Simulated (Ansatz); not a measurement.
```xyz
9

N     0.1070   -0.6880    1.0486
N     0.1762    0.7839   -1.4403
O    -1.7955   -1.4037   -1.0915
O    -1.9791    1.3463    0.4962
W    -0.8412    0.0109   -0.2452
H     0.9396   -0.9629    1.5573
H     1.0328    1.1225   -1.8640
H    -1.8473   -1.4948   -2.0483
H    -2.1332    1.4297    1.4427
```

Geometry: PBE0-D4/def2-SVP; core potentials replace the inner electrons of W.

All numbers below come from isolated molecule in a Gaussian basis; Kohn-Sham density functional theory, functional PBE0 in Ansatz.

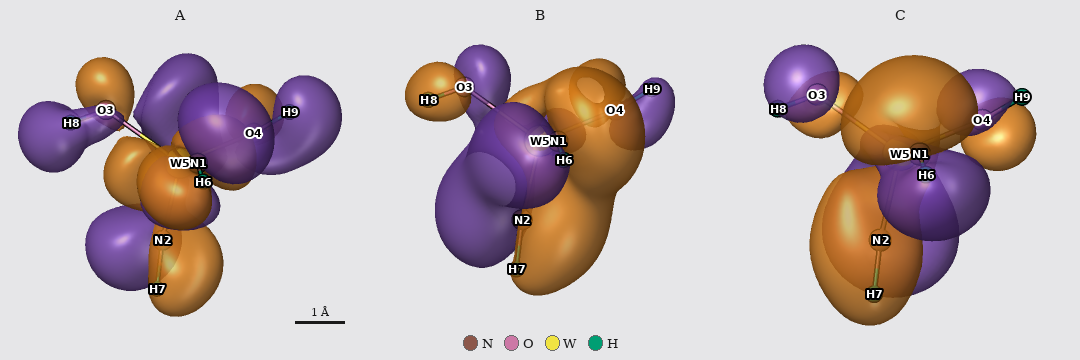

H₄N₂O₂W (SMILES [NH]=[W](=[NH])([OH])[OH]). Three frontier orbitals at ±0.06 Å⁻³ᐟ² (orange and purple are the two phases), in no order.

Question: Order the three orbitals by energy and name them.

Answer: B is the HOMO−1 (−7.96 eV). It lies mainly on N1 (about 30 %), N2 (about 30 %) and W5 (about 20 %). C is the HOMO (−7.57 eV). Its weight (Hirshfeld) is mainly on N1 (about 35 %), N2 (about 35 %) and W5 (about 15 %). A is the LUMO (−0.80 eV). By Hirshfeld shares it lies mainly on W5 (about 55 %), N1 (about 10 %), N2 (about 10 %), O3 (about 5 %) and O4 (about 5 %).

Question: What is the HOMO–LUMO gap?

Answer: 6.77 eV between the orbital energies.
